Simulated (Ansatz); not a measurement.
```yaml
atoms:
  - { symbol: Si, position_ang: [-0.8441, -0.1533, 0.5706] }
  - { symbol: S, position_ang: [1.4136, -0.2307, -0.5317] }
  - { symbol: O, position_ang: [-1.5056, 1.0386, -0.1189] }
  - { symbol: H, position_ang: [1.5202, 1.1004, -0.3664] }
  - { symbol: H, position_ang: [-1.1424, -1.5759, 0.2329] }
  - { symbol: H, position_ang: [-0.2587, -0.0969, 1.9420] }
  - { symbol: H, position_ang: [0.8170, -0.0823, -1.7284] }
```

The product side of a reaction path; geometry: PBE0-D4/def2-TZVP.

Level of theory: Ansatz 0.2.0, RKS PBE0-D4/def2-TZVPP.

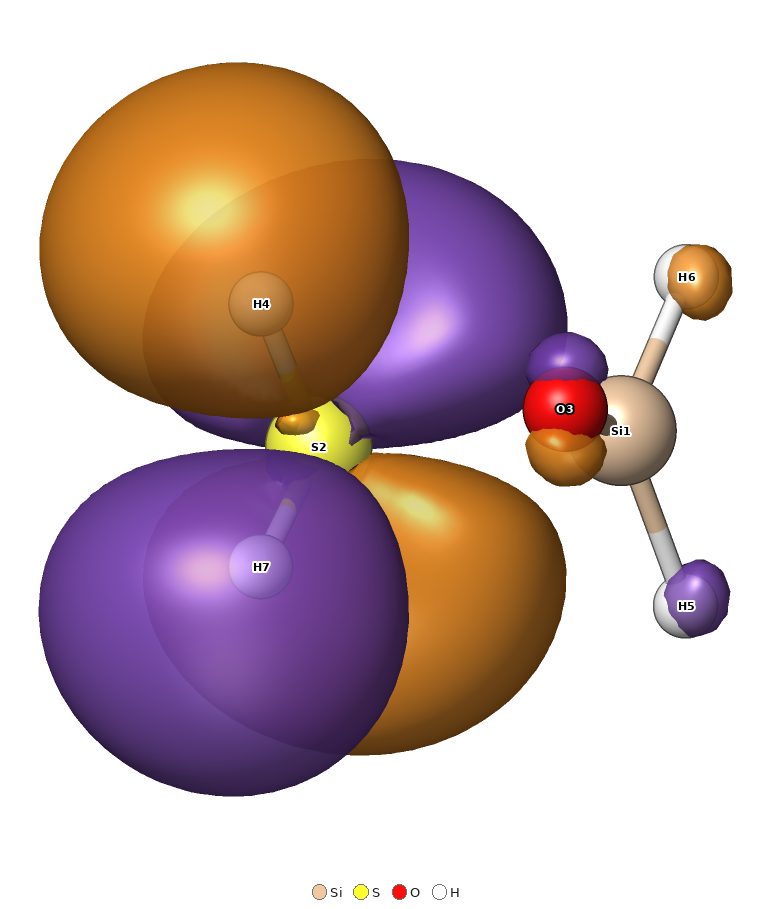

H2OSi···H2S. One frontier orbital at ±0.06 Å⁻³ᐟ² (orange and purple are the two phases), seen at a tilt.

### Which orbital is it: HOMO or LUMO?

The LUMO, at −0.75 eV. It lies mainly on S2 (about 60 %), H4 (about 20 %) and H7 (about 20 %).
